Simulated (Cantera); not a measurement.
A closed system holds: 1 mol B, 0.64 mol N2, 0.41 mol H2O, equilibrated at 89.0 mbar.

These are equilibrium values from Cantera (NASA tables, ideal gas, pure condensed phases), not measurements of a reactor. Candidate condensed phases: B, BN, B2O3, B3O3H3, H2O; 39 gas species. Mutual solubility and eutectic melting of coexisting phases are not modelled. Gases not in the tables: H3BO3. Rates play no part.

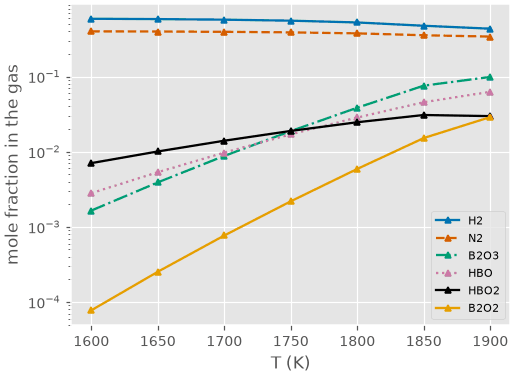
Figure: Equilibrium gas composition (values under 1e-9 drawn at 1e-9)

From 1600 K to 1850 K the condensed part is BN(s) + B2O3(l). At 1900 K the condensed part is BN(s). The share of B in condensed phases is highest at 1600 K (99.1 %) and lowest at 1900 K (70.0 %).
